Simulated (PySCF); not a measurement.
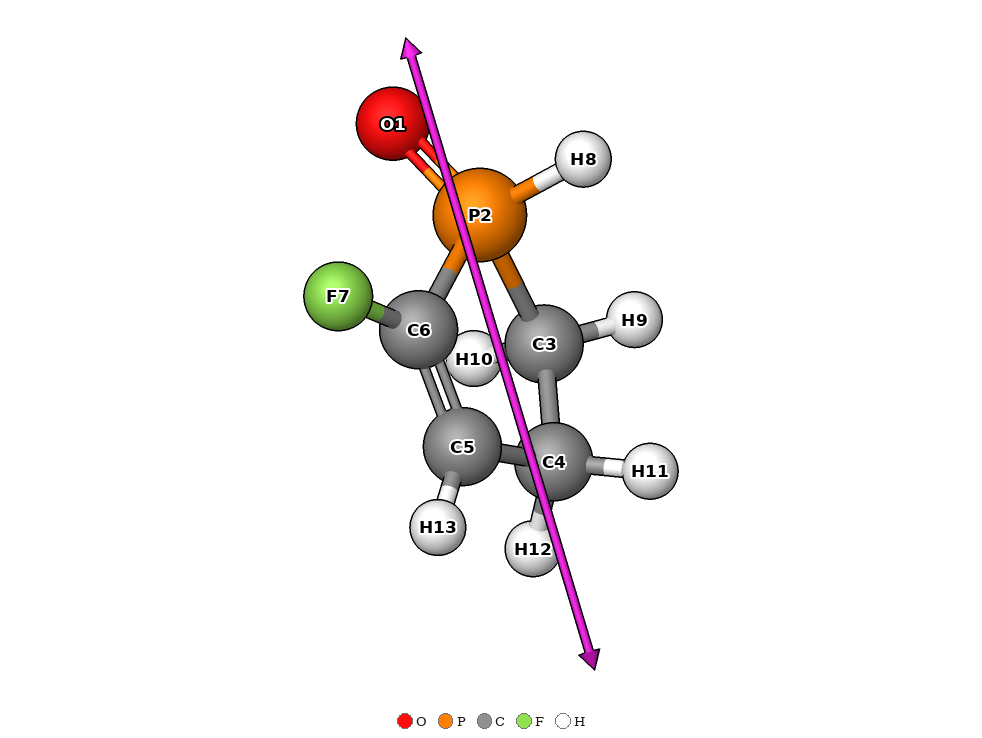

The double arrow shows the direction of the transition dipole to excited singlet state 3 (its length means nothing). The geometry was computed by an optimisation with GFN2-xTB. No frequency run is at hand to confirm it as a minimum. Level of theory: TDDFT ωB97X-D/def2-SVPD, vertical, gas phase, core orbitals frozen in the response (PySCF 2.14.0).

How is the transition polarised?

Answer. Nearly parallel to the C5–C6 bond.

Give its energy, strength and character.

Answer. 6.90 eV (180 nm), oscillator strength 0.18, mainly HOMO−2 → LUMO (weight 0.56); transition dipole 2.61 D.

The geometry is semi-empirical. Around P such bond lengths and angles can be off by a tenth of an ångström or more and by several degrees, and values that hang on the shape move with them.
